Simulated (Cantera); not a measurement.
A closed system holds: 1 mol SiH2Cl2, 0.12 mol C3H8, a varied amount of H2, equilibrated at 1273 K and 43.5 Torr.

Equilibrium computed with Cantera from the NASA thermochemical tables; the gas is ideal and each condensed phase is pure. Candidate condensed phases: C, C6H6, C7H8, C8H18, Si, SiC; 109 gas species. Mutual solubility and eutectic melting of coexisting phases are not modelled. The tables' values for SiCl3 are old estimates; treat these amounts as uncertain. Equilibrium is a limit: real reactors are often held back by kinetics, nucleation or transport.

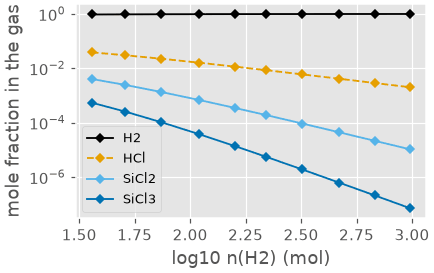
*Equilibrium gas composition (values under 1e-9 drawn at 1e-9)*

Problem. Read off the mole fractions at 980 mol H2.

Solution. H2 about 1.00, HCl about 0.0020, SiCl2 about 1.1e-5, SiCl3 about 7.2e-8.
